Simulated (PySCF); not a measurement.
**SiNH4 (SMILES [NH][SiH3]): UB3LYP/STO-3G**

What is the energy change on altering one bond length of SiNH4 at UB3LYP/STO-3G? Input form: a Python script.

The results are computed with PySCF 2.14.0.

7 further runs of the same task are left out: 7 set aside as unsound or not needed.

## (1) Starting point

SiNH4 has 6 atoms, charge 0, and is taken as a doublet. As SMILES, `[NH][SiH3]`. The shape is that of a PBE0-D4/def2-TZVP optimisation.

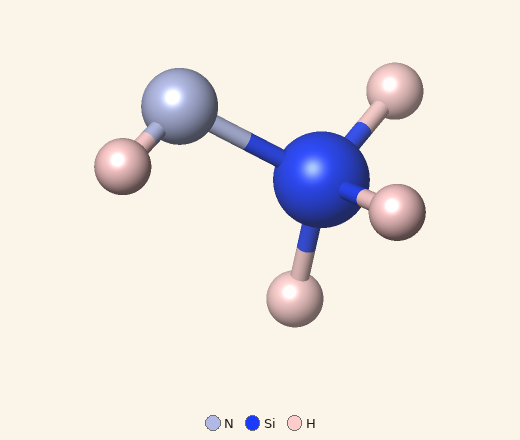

The structure, seen from a chosen angle (nitrogen light blue, silicon blue, hydrogen pink).

## (2) A single-point energy at UB3LYP/STO-3G

File mol.xyz:

```xyz
6
H4NSi
N      0.592100    -0.835200     0.909500
Si    -0.203700     0.347600    -0.110000
H      0.922800    -1.640700     0.372700
H     -1.310600    -0.282300    -0.885500
H      0.789500     0.911800    -1.068900
H     -0.748100     1.434800     0.736200
```

File calc.py:

```python
from pyscf import gto, dft

molecule = gto.Mole()
molecule.atom = 'mol.xyz'
molecule.verbose = 3
molecule.max_memory = 1860
molecule.spin = 1
molecule.charge = 0
molecule.basis = 'sto-3g'
molecule.build()

mf = dft.UKS(molecule, xc='b3lyp')
mf.conv_tol = 1e-10
mf.grids.level = 5
mf.kernel()
if not mf.converged:
    mf = mf.newton().run(mf.mo_coeff, mf.mo_occ)

e_tot = mf.e_tot
print(f'total energy: {e_tot:.8f} hartree')
```

On the command line:

```sh
$ OMP_NUM_THREADS=1 python calc.py
```

The program printed:

```text
converged SCF energy = -342.490217679647  <S^2> = 0.7525996  2S+1 = 2.0025979
total energy: -342.49021768 hartree
```

Wall time 5.4 s (1 thread of Arm Neoverse V1, shared host); peak memory 0.2 GiB.

## (3) The distorted shape at the same level

File calc.py:

```python
from pyscf import gto, dft

mol = gto.Mole()
mol.atom = '''
N        0.327553      -0.190831       1.338919
Si      -0.468247       0.991969       0.319419
H        0.922800      -1.640700       0.372700
H       -1.575147       0.362069      -0.456081
H        0.524953       1.556169      -0.639481
H       -1.012647       2.079169       1.165619
'''
mol.verbose = 3
mol.charge = 0
mol.max_memory = 1860
mol.spin = 1
mol.basis = 'sto-3g'
mol.build()

mf = dft.UKS(mol, xc='b3lyp')
mf.grids.level = 5
mf.conv_tol = 1e-10
mf.kernel()
if not mf.converged:
    mf = mf.newton().run(mf.mo_coeff, mf.mo_occ)

energy = mf.e_tot
print(f'total energy: {energy:.8f} hartree')
```

On the command line:

```sh
$ OMP_NUM_THREADS=1 python calc.py
```

The program printed:

```text
converged SCF energy = -342.351942252532  <S^2> = 0.86520139  2S+1 = 2.1120619
total energy: -342.35194225 hartree
```

Wall time 8.1 s (1 thread of Arm Neoverse V1, shared host); peak memory 0.2 GiB.

## (4) What came out

Level: UB3LYP/STO-3G.

| quantity | value |
| --- | --- |
| first shape: total energy | -342.49022 Eh |
| first shape: dipole moment | 1.51 D |
| first shape: HOMO energy (highest over α and β) | -3.96 eV |
| first shape: LUMO energy (lowest over α and β) | 0.68 eV |
| first shape: ⟨S²⟩ | 0.753 |
| distorted shape: total energy | -342.35194 Eh |
| distorted shape: dipole moment | 1.33 D |
| distorted shape: HOMO energy (highest over α and β) | -4.56 eV |
| distorted shape: LUMO energy (lowest over α and β) | 0.32 eV |
| distorted shape: ⟨S²⟩ | 0.865 |
| energy change with the N1–H3 bond stretched from 1.023 to 1.841 Å | 3.763 eV |

**Reading.** With the N1–H3 bond stretched from 1.023 to 1.841 Å the energy rises by 3.76 eV (87 kcal/mol). The first shape isn't relaxed at this level, so the change isn't measured from a minimum. The minimal basis adds a large error of its own. ⟨S²⟩ (distorted shape) is 0.87 where a pure doublet has 0.75: the reference is spin-contaminated.
